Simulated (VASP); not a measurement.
Band structure of CeMg (space group P-6m2). These are PBEsol GGA, VASP's PBE PAW potentials (set 64) (plane waves; VASP) values and carry that method's errors.

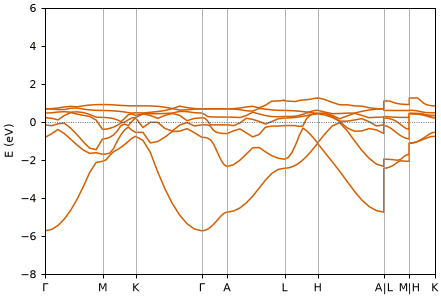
Bands along high-symmetry lines, zero at the valence-band maximum or, without a gap, the Fermi level

Problem. Read the plot: is there a gap, and where are the band edges?

Solution. It has no gap at this level: it comes out as a metal or semimetal. (Edges off the drawn lines would not show.)

The structure comes from a computed database's CeMg entry (P-6m2); how it stands against other phases isn't given here. It was relaxed first. The run is not spin-polarised, so no magnetic state was tried.
